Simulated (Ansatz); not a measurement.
Cost and result by functional for the adsorption energy of CH3 on the 1x1 (110) surface of bcc W, one in a 2x2 cell, started at the site 'top W', in Ansatz (plane waves, PAW). Single points on the PBE structure, on one kind of machine; costs are rough ratios of the slab run's core time (references not counted) to the cheapest single point. r2SCAN's cost holds its higher cutoff (500 against 420 eV). Differences are taken against r2SCAN for comparison alone: no measured value is at hand, so the table doesn't rank accuracy.

Set-up: 20 atoms, 6.6 Å thick at the start under the adsorbate (thin: gaps and levels are the slab's own); mesh 6x6x1; 0.1 eV smearing; dipole correction on; 8 atoms held, the rest relaxed; no symmetry held; spin-polarised, no spin-orbit, no U, no dispersion correction. The starting moment vanished. At the end it is bonded to 3 W. In PBE it is, or lies within 0.03 eV of, the lowest of the starts that converged. These notes are the PBE run's. r2SCAN: The program's check for a lower electronic state was not made. Adsorption energies are against CH4(g) − ½ H2(g). A negative adsorption energy means that the adsorbate is more stable on the surface than in its reference.

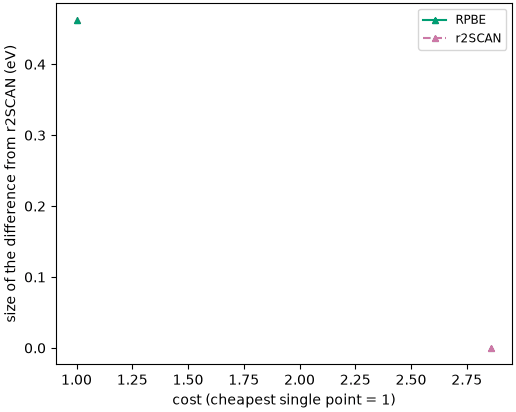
Figure: Difference from r2SCAN against cost

| functional | relative cost | adsorption energy (eV) | less r2SCAN (eV) |
|---|---|---|---|
| RPBE | 1 | 0.29 | 0.46 |
| r2SCAN | 3 | -0.18 | 0.00 |
| PBE (the relaxed run's value) | – | -0.01 | 0.17 |

The values span 0.46 eV, while the single points' costs differ by a factor of roughly 3. Differences are of unrounded values.

Ansatz is a first-principles code.
